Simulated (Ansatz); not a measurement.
# ZrCdS3 (model cell, started as cubic perovskite with Zr in the octahedra): following an unstable mode, part 3 of 3

Wanted: the energy along a soft mode of ZrCdS3 (model cell, started as cubic perovskite with Zr in the octahedra) and the structure at the end.

Ansatz 0.2.0; DFT PBEsol, scalar-relativistic, plane waves, PAW; PAW set soft_1.

So far. Step 5 (Energy along the mode, all amplitudes (two of the runs …): The lowest of the steps tried is the last one, at 0.6 Å, 207 meV/atom below the parent; the bottom of the well need not coincide with a step. Step 7 (The new phase in its own primitive cell): The largest force component left is 0.40 meV/Å and the pressure is 0.000 GPa, within the tolerances set. The cell now holds 21.53 Å³/atom. The relaxed cell has a, b, c = 7.192, 9.482, 6.315 Å (conventional setting).

The structure was built from a prototype and need not be the compound's stable phase.

### 8. Modes of the new phase, k-mesh 6×6×6, occupations fixed

A relaxed structure may still be a saddle point, so its zone-centre modes are computed. The response to a homogeneous field gives the Born charges and the dielectric tensor.

input.yaml reads:

```yaml
crystal:
  lattice:
    - [-3.5958642783, 4.7409772852, 3.157643978]
    - [3.5958642783, -4.7409772852, 3.157643978]
    - [3.5958642783, 4.7409772852, -3.157643978]
  atoms:
    - { symbol: Cd, position: [0.3075361032, 0.0575361032, 0.25] }
    - { symbol: Cd, position: [0.6924638968, 0.9424638968, 0.75] }
    - { symbol: Zr, position: [0.5, 0.5, 0.0] }
    - { symbol: Zr, position: [0.0, 0.5, 0.5] }
    - { symbol: S, position: [0.9138838318, 0.6638838318, 0.25] }
    - { symbol: S, position: [0.0861161682, 0.3361161682, 0.75] }
    - { symbol: S, position: [0.3293955893, 0.0, 0.8293955893] }
    - { symbol: S, position: [0.6706044107, 0.0, 0.1706044107] }
    - { symbol: S, position: [0.3293955893, 0.5, 0.3293955893] }
    - { symbol: S, position: [0.6706044107, 0.5, 0.6706044107] }
kpoints:
  mp_grid: { grid: [6, 6, 6] }
hamiltonian:
  xc: pbesol
  pseudopotentials: { kind: paw, azcp: { folder: soft_1 }, xc_functional: pbe }
scf:
  occupations: { method: fixed }
output:
  eigenvalues: true
phonons:
  method: dfpt
  dielectric: true
  rigid_motions: translations
```

Command:

```bash
> ansatz run input.yaml --threads 8 --pin off --max-ram 16384MiB --backend cpu --events-out ev --progress --plain --runs-dir out
```

Numbers of over 12 decimals in the logs are rounded to 6 here.

The log of the run:

```text
[...]
Crystal: 10 atoms, lattice volume = 215.325 Å³
Basis set: ecut = 420 eV, 4189 PW (Γ), exchange–correlation on 96×96×96 points (8 copies of the dense FFT grid, shifted against one another)
Bands: 60, of which v1, the nominal top of the filled ones, is band 50 counted from 1 (49 counted from 0)
Symmetry: 8 space group operations
k-points: 112 of 216 (irreducible under 1 space group operation, time reversal used)
[...]
SCF iter   1: F=—  HF=-29946.646226 eV  |F-HF|=—  |Δ(HF+E_count)|=         —  Δρ=3.48e-2  dr2=4.25e0  ethr=3.10e-3  ⟨swp⟩=5.3  Hψ=23777  notcnv=0  defer=874
[...]
SCF iter  13: F=-29945.517895 eV  HF=-29945.517895 eV  |F-HF|=1.09e-11  |Δ(HF+E_count)|=  1.09e-11  Δρ=7.20e-8  dr2=2.20e-11  ethr=1.00e-12  ⟨swp⟩=7.0  Hψ=32481  notcnv=0
SCF 1 converged in 13 iterations: F = -29945.517895 eV  dr2 = 2.20e-11
[...]
NSCF: frozen V_eff on 5 k-points
DFPT response loops at Γ: preconditioner auto → Resta (q_TF=auto, 2.401 Å⁻¹)  ε∞=10.3 (no band partly filled); β = 1.00, the filter's whole step (`scf.mixing.beta` (0.50) is not read by the response loops at its default; to damp them type it under 1.00, their step now; it binds the ground state too); Broyden in place of MSR1
── the response to a field inside a basis, on 10×12×10 k-points: an SCF that follows is theirs, and a resumed run solves both again ──
Bands: 51, of which v1, the nominal top of the filled ones, is band 50 counted from 1 (49 counted from 0)
k-points: 600 of 1200 (irreducible under 2 space group operations)
[...]
Eigensolver: Dense (600 Hₖ)
SCF iter   1: F=—  HF=-29945.374299 eV  |F-HF|=—  |Δ(HF+E_count)|=         —  Δρ=3.69e-4  dr2=1.09e-4  ethr=1.00e-1
[...]
SCF iter   5: F=-29945.374323 eV  HF=-29945.374323 eV  |F-HF|=6.21e-9  |Δ(HF+E_count)|=   6.17e-8  Δρ=1.85e-6  dr2=1.02e-8  ethr=2.61e-10
SCF 1 converged in 5 iterations: F = -29945.374323 eV  dr2 = 1.02e-8
[...]
WARN: field response: inside a basis, on 10×12×10 points, no mesh in reach settles it: take ε∞, Z* and everything formed from them with what they may err, as stated (eps_inf_uncertainty, zstar_uncertainty_e), and compare with field_mesh: kpoints on a denser kpoints.mp_grid
WARN: field response: ε∞ stands inside a basis, on 10×12×10 points; the force constants stand on the 6×6×6 k-mesh, whose period is 12.49 times the interband length at k = (-0.5000, -0.5000, -0.5000), direct gap 1.257 eV, under 14: take them and everything formed from them as unconverged, and compare with a denser kpoints.mp_grid
SCF converged after 13 iterations
Free energy (F): -29945.517895 eV
[...]
Internal energy: -29945.517895 eV  (E = F + TS)
E sigma→0 (E₀):  -29945.517895 eV
Fermi energy:    8.474947 eV
[...]
--- Band table (eV; the first three rows and the last of 112) ---
  k-point 0: bands = [... 46 lower, 7.9383, 8.0601, 8.3558, 8.4749, 9.0964, 9.5091, 10.0677, 10.1677, ... 6 higher]
  k-point 1: bands = [... 46 lower, 7.6162, 7.9625, 8.2092, 8.2966, 9.4000, 9.7090, 10.1505, 10.4647, ... 6 higher]
  k-point 2: bands = [... 46 lower, 7.1846, 7.6755, 8.0460, 8.0510, 9.8417, 10.0599, 10.3624, 10.6241, ... 6 higher]
  k-point 111: bands = [... 46 lower, 6.6689, 7.3358, 7.5448, 7.7839, 9.0413, 9.2212, 10.4037, 10.7947, ... 6 higher]
--- Phonons (Γ-DFPT): 12 representative perturbations + reference, on 112 of 216 k-points (Σ response iterations 41) ---
  k mesh reduced under 1 symmetry operation, with k and −k counted as one. Each operation leaves every solved perturbation unchanged. A smaller set is not considered because the run solves the response to a homogeneous field
  ASR residual: 1.454e-4 → 0.000e0 eV/Å²; symmetrization residual: 1.647e-5 eV/Å²
  ASR residual per site (eV/Å²): 3.34e-5 3.34e-5 4.55e-5 4.55e-5 1.16e-4 1.16e-4 1.45e-4 1.45e-4 1.45e-4 1.45e-4
  Γ frequencies (cm⁻¹): -29.62 0.00 0.00 0.00 25.00 32.62 54.96 55.72 69.87 100.07 104.07 104.90 116.28 116.41 135.63 157.90 179.17 203.40 207.64 209.51 233.94 234.05 250.41 261.82 276.36 282.53 283.79 302.06 334.53 407.60
  ε∞ (high-frequency dielectric tensor):
       12.937780     0.000000     0.000000
        0.000000    12.209273     0.000000
        0.000000     0.000000    11.486031
  softest optical mode at Γ: -29.62 cm⁻¹; the repairs (sum rule, projections) moved no ω² at Γ by more than (2.39 cm⁻¹)²
  Born effective charges Z* (e; rows j = field, columns β = displacement):
    site 0:
         2.87972   -0.00000    0.00000
        -0.00000    2.43713   -0.00000
         0.00000   -0.00000    2.63042
    site 1:
         2.87972   -0.00000    0.00000
        -0.00000    2.43713   -0.00000
        -0.00000   -0.00000    2.63042
    site 2:
         8.66822   -0.00000    0.00000
        -0.00000    7.44467   -0.05529
         0.00000   -0.97520    7.03702
    site 3:
         8.66822   -0.00000    0.00000
        -0.00000    7.44467    0.05529
         0.00000    0.97520    7.03702
    site 4:
        -1.00563   -0.00000   -0.00000
        -0.00000   -5.64892    0.00000
         0.00000   -0.00000   -2.76968
    site 5:
        -1.00563   -0.00000    0.00000
        -0.00000   -5.64892   -0.00000
         0.00000   -0.00000   -2.76968
    site 6:
        -5.27115   -0.00000   -2.02775
        -0.00000   -2.11644   -0.00000
        -1.83188   -0.00000   -3.44888
    site 7:
        -5.27115    0.00000   -2.02775
         0.00000   -2.11644   -0.00000
        -1.83188    0.00000   -3.44888
    site 8:
        -5.27115   -0.00000    2.02775
        -0.00000   -2.11644   -0.00000
         1.83188   -0.00000   -3.44888
    site 9:
        -5.27115   -0.00000    2.02775
         0.00000   -2.11644    0.00000
         1.83188   -0.00000   -3.44888
  Z* charge neutrality: 7.066e-2 e pre-enforcement
  solved inside a basis spanned on kpoints, on 10×12×10 k-points, which do not settle them: ε∞ is read to err by 1.1e-1, Z* by 1.2e-1 e (field_mesh: kpoints solves on kpoints); Z* is corrected for what the basis lacks
  optical modes at Γ without the LO–TO term, one row a degenerate level:
      ω (cm⁻¹)  modes    IR ((D/Å)²/amu)
        -29.62      1             0.0000
         25.00      1             2.3186
         32.62      1            14.6359
         54.96      1             8.9145
         55.72      1             0.0000
         69.87      1             0.0000
        100.07      1             0.0000
[...]
optical modes at Γ + LO–TO along q̂ = [1.0000, 0.0000, 0.0000]:
      ω (cm⁻¹)  modes    IR ((D/Å)²/amu)
[...]
optical modes at Γ + LO–TO along q̂ = [0.0000, 1.0000, 0.0000]:
      ω (cm⁻¹)  modes    IR ((D/Å)²/amu)
[...]
optical modes at Γ + LO–TO along q̂ = [0.0000, 0.0000, 1.0000]:
      ω (cm⁻¹)  modes    IR ((D/Å)²/amu)
[...]
207.64      1             0.0000
        209.51      1            13.0447
        233.94      1             0.0000
        234.05      1            24.8150
        250.41      1             0.0000
        276.36      1             0.0000
        282.53      1            78.0500
        283.79      1             0.0000
        288.98      1             8.7037
        302.06      1             0.0000
        394.05      1            67.4490
        407.60      1             0.0000
```

Run time: 8.9 min. Hardware: 8 threads of AMD EPYC 7B13 (Zen 3), shared host; peak memory 9.2 GiB; 64 min of CPU time.

This step gave:

```
sum-rule residual before enforcement                    : 1.45e-4 eV/Å²
miss of the charge sum rule                             : 0.07066 e
estimated error of the dielectric tensor                : 0.1105
estimated error of the Born charges                     : 0.1163 e
point group                                             : mmm
highest optical mode at the zone centre (no LO-TO term) : 407.6 cm⁻¹
lowest optical zone-centre mode                         : -29.62 cm⁻¹
mean high-frequency dielectric constant                 : 12.21
largest Born charge (third of the trace)                : 7.717 e
top of the zone-centre spectrum with the field          : 407.6 cm⁻¹
```

Patterns of degenerate modes are one choice out of their space. The modes at Γ (shares of kinetic energy by element, %) (negative means imaginary):

```tsv
mode	frequency (cm⁻¹)	symmetry	Cd %	Zr %	S %
1	-29.6	B1g	0	0	100
2	0.0	acoustic	37	30	32
3	0.0	acoustic	37	30	32
4	0.0	acoustic	38	30	32
5	25.0	B3u	41	34	25
6	32.6	B2u	16	72	12
7	55.0	B1u	21	63	16
8	55.7	B3g	97	0	3
9	69.9	B2g	98	0	2
10	100.1	Ag	91	0	9
11	104.1	B2u	42	0	57
12	104.9	B3u	5	22	73
13	116.3	B2g	0	0	100
14	116.4	Au	0	2	98
15	135.6	B3u	16	2	82
16	157.9	B1u	17	11	72
17	179.2	B1u	18	78	4
18	203.4	B3g	3	0	97
19	207.6	Au	0	98	2
20	209.5	B2u	4	91	4
21	233.9	B2g	2	0	98
22	234.1	B2u	0	6	94
23	250.4	Ag	0	0	100
24	261.8	B1u	6	8	86
25	276.4	B3g	0	0	100
26	282.5	B3u	0	11	89
27	283.8	Ag	9	0	91
28	302.1	B1g	0	0	100
29	334.5	B1u	1	10	90
30	407.6	B3g	0	0	100
```

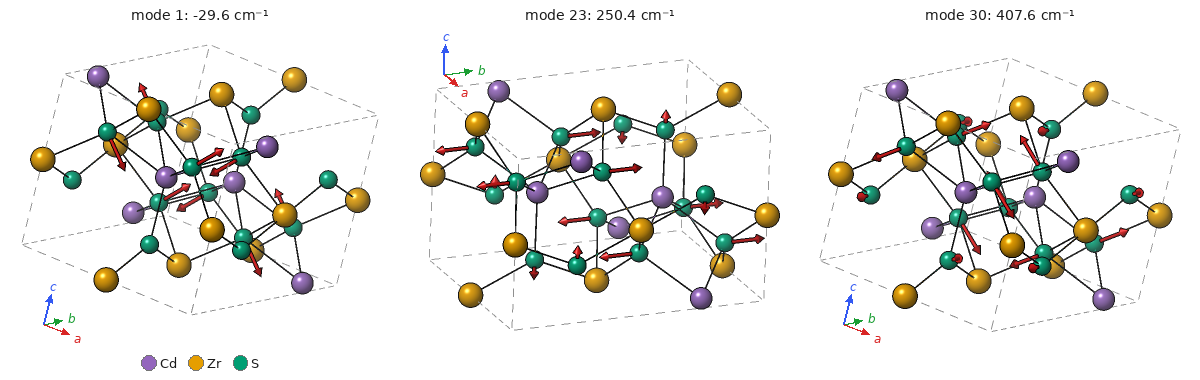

Displacement patterns of modes 1, 23 and 30 at Γ; arrows are exaggerated. Some periodic images of atoms are drawn too.

High-frequency dielectric tensor, which the program warns is not settled by the k meshes in reach. Tensor:

```tsv
	x	y	z
x	12.94	0	0
y	0	12.21	0
z	0	0	11.49
```

Optical modes at the zone centre, without and with the macroscopic field of the longitudinal modes; each column is sorted by frequency, so a row need not hold one and the same mode. Modes with and without the field, by row:

```tsv
rank among optical modes	no field (cm⁻¹)	q along (1, 0, 0) (cm⁻¹)	q along (0, 1, 0) (cm⁻¹)	q along (0, 0, 1) (cm⁻¹)
1	-29.6	-29.6	-29.6	-29.6
2	25	30.9	25	25
3	32.6	32.6	55	32.6
4	55	55	55.7	55.7
5	55.7	55.7	56.6	69.9
6	69.9	69.9	69.9	77.9
7	100.1	100.1	100.1	100.1
8	104.1	104.1	104.9	104.1
9	104.9	116.3	116.3	104.9
10	116.3	116.4	116.4	116.3
11	116.4	125.8	135.6	116.4
12	135.6	157.9	157.9	135.6
13	157.9	179.2	163.6	176.1
14	179.2	180.4	179.2	191.1
15	203.4	203.4	203.4	203.4
16	207.6	207.6	207.6	207.6
17	209.5	209.5	218.4	209.5
18	233.9	233.9	233.9	233.9
19	234.1	234.1	250.4	234.1
20	250.4	250.4	261.8	250.4
21	261.8	261.8	276.4	276.4
22	276.4	276.4	282.5	282.5
23	282.5	283.8	283.8	283.8
24	283.8	302.1	302.1	289
25	302.1	334.5	324.6	302.1
26	334.5	404.5	334.5	394.1
27	407.6	407.6	407.6	407.6
```

Born charge (rows field, columns displacement) (e), principal values of the symmetric part by kind of site:

```tsv
atom	atoms with these values	low	middle	high	mean
Cd1	2	2.44	2.63	2.88	2.65
Zr3	2	6.69	7.79	8.67	7.72
S5	2	-5.65	-2.77	-1.01	-3.14
S7	4	-6.49	-2.23	-2.12	-3.61
```

In full for S5:

```
-1.01  0.00  0.00
 0.00 -5.65  0.00
 0.00  0.00 -2.77
```

Transverse modes; imaginary modes are left out. Infrared lines, with heights relative to the strongest:

```tsv
position (cm⁻¹)	lines merged	relative intensity
25	1	3.0
33	1	19
55	1	11
56	1	0.0
70	1	0.0
100	1	0.0
104	1	47
105	1	50
116	2	0.0
136	1	19
158	1	25
179	1	2.0
203	1	0.0
208	1	0.0
210	1	17
234	2	32
250	1	0.0
262	1	32
276	1	0.0
282	1	100
284	1	0.0
302	1	0.0
334	1	36
408	1	0.0
```

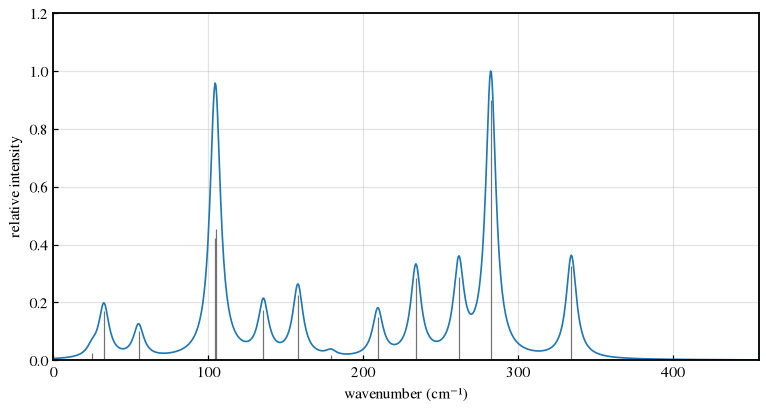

The infrared spectrum, broadened with Lorentzians of width 8 cm⁻¹; bars mark the lines.

Before it was imposed, the acoustic sum rule was missed by 1.5e-4 eV/Å² and the charge sum rule by 0.071 e. The charge miss is large and points to the mesh or the basis. The lowest optical mode is imaginary, 29.6i cm⁻¹, so the energy falls along it.

The log warns of the k mesh: “the force constants stand on the 6×6×6 k-mesh, whose period is 12.49 times the interband length at k = (-0.5000, -0.5000, -0.5000), direct gap 1.257 eV, under 14: take them and everything formed from them as unconverged”.

### 9. The phases reached

The phases reached along the modes that were followed are set side by side.

Energies are those of the first relaxation, on the mesh of the frozen mode; space group, volume and gap are those of the last relaxation. Phases, by row:

```tsv
mode frozen in	space group	energy from parent (meV/atom)	volume (Å³/atom)	gap on mesh (eV)	lowest zone-centre optical mode (cm⁻¹)	largest shift (Å)
parent	Pm-3m	0	23.83	0	–	–
q = (0, -0.5, -0.5), 184i cm⁻¹	P4/mbm	-297.3	22.07	0	-129.5	0.87
q = (-0.5, -0.5, -0.5), 180i cm⁻¹	I4/mcm	-291.4	22.1	0	-162.7	0.874
q = (-0.5, -0.5, -0.5), 180i cm⁻¹	R-3c	-488.2	21.93	0.927	-46.4	0.837
q = (-0.5, -0.5, -0.5), 180i cm⁻¹	Imma	-478.5	21.53	0.566	-29.6	1.035
```

### 10. What came out

| Quantity | Value |
| --- | --- |
| unstable mode of the parent | q = (-0.5, -0.5, -0.5), 180i cm⁻¹ |
| depth at the lowest point sampled | 207 meV/atom |
| largest atomic shift at that point | 0.6 Å |
| space group reached (within 0.01 Å) | Imma |
| energy gained over the parent (first relaxation, on the mesh of the frozen mode) | 479 meV/atom |
| volume per atom, phase reached | 21.5 Å³ |
| gap on the k-mesh, phase reached | 0.566 eV |
| lowest optical zone-centre mode, phase reached | -29.6 cm⁻¹ |
| highest optical mode at the zone centre (no LO-TO term), phase reached | 408 cm⁻¹ |

Along this mode the structure falls into Imma, 479 meV/atom below the parent. At the parent's cell the well is 207.4 meV/atom deep on the steps tried, with its lowest point at a shift of 0.6 Å. That is the last step tried, so the steps alone don't bracket the bottom of the well. Relaxing atoms and cell changes the gain by +271.10 meV/atom against the lowest step (energies at zero smearing). The new phase still has an imaginary mode at the zone centre of its cell, so it is a saddle point on the way to a lower structure. Of the 4 patterns followed to their end from this parent, this one ends 9.65 meV/atom above the lowest, R-3c. Each path keeps the symmetry of its pattern, so a lower phase may lie along a pattern not tried. With the field response the log warns that the k mesh is coarse for the force constants too, so the frequencies may not be converged. With no gap, or one that is small against the smearing, the frequencies hang on the k mesh and the smearing, most of all near Kohn anomalies. In at least one run the field response is not settled by the k meshes in reach, so its dielectric tensor, Born charges and longitudinal modes are rough. The PAW files were made for PBE and serve the other functionals too. A phonon run warned that its eigensolver left some bands unconverged in a pass. The starting cell was built on a prototype and not taken from a measurement, so the phase need not exist.

[Logs are printed without paths, hosts, clocks, repeated set-up lines and the standing remarks that a program may print on its own settings, such as how far it seeks lower states.]

[Hosts, paths, dates, database ids (printed as entryN), source tags and the programs' standing remarks are cut or masked in the printed files.]
